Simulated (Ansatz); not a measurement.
# CH7Ge: the cost of one run

The runs use Ansatz 0.2.0, Gaussian basis; cc-pVDZ, all electrons in the functionals, frozen cores in the correlation of double hybrids and RPA.

To be run: wB97M-V, B2PLYP, RPA-PBE, at 1.090 Å; 1.190 Å; 1.391 Å; 1.591 Å; 1.792 Å.

### 1 What is computed

The geometry derives from fragments relaxed apart (PBE0/def2-TZVP) and kept rigid, so it is no stationary point. A hydrogen atom is moved between rigid fragments. No spin-orbit coupling is included. The filled d shell of Ge may be among the frozen orbitals whatever the setting's name suggests; the logs give the count.

9 atoms, charge 0, spin multiplicity 2.

Atoms are counted from 1 here; the program's logs count them from 0.

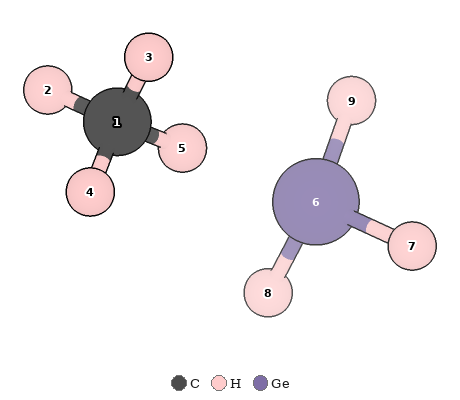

The structure; carbon dark grey, hydrogen pink, germanium purple; atoms are numbered from 1 in the order of the file.

No dispersion term is added; wB97M-V holds VV10 nonlocal correlation.

The geometry shown and the zero of energy belong to the point 1.090 Å. The yardstick, UCCSDT(Q), and other wave-function levels (R restricted, U unrestricted, valence and pair active spaces) come from earlier runs.

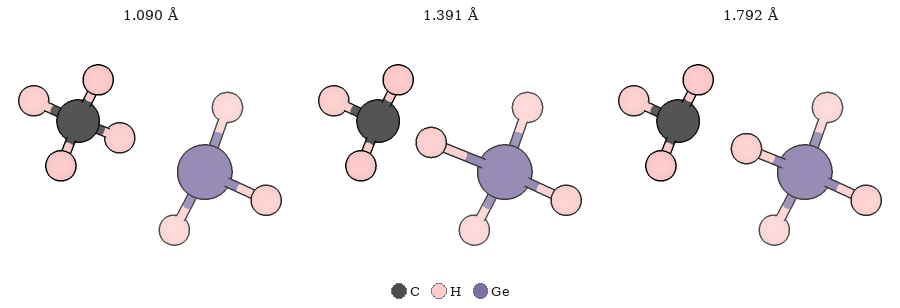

Three points of the scan; sticks are drawn by distance.

### 2 wB97M-V, 1.090 Å

Contents of in.yaml:

```yaml
crystal:
  periodic: [false, false, false]
  atoms:
    - {symbol: C, position_ang: [-2.756326, 0.000000, 0.000000]}
    - {symbol: H, position_ang: [-3.119531, 1.027301, 0.000000]}
    - {symbol: H, position_ang: [-3.119532, -0.513650, 0.889668]}
    - {symbol: H, position_ang: [-3.119531, -0.513650, -0.889669]}
    - {symbol: H, position_ang: [-1.666709, 0.000000, 0.000000]}
    - {symbol: Ge, position_ang: [0.565674, 0.000000, 0.000000]}
    - {symbol: H, position_ang: [1.034343, -1.465915, 0.000000]}
    - {symbol: H, position_ang: [1.034343, 0.732957, -1.269519]}
    - {symbol: H, position_ang: [1.034343, 0.732957, 1.269520]}
basis:
  gaussian: {orbitals: cc-pVDZ}
magnetization: {spin_polarized: true, initial_magnetization: 1}
hamiltonian: {xc: {name: wB97M-V}}
output: {orbitals: {seedname: orbitals}}
```

Launch:

```bash
ansatz run in.yaml --threads 1 --pin off --events-out ev --progress --plain --max-ram 2816MiB --backend cpu
```

What time and memory should one allow on 1 thread of AMD EPYC 7R13, shared host?

About 9 s, with a peak of 0.37 GiB.
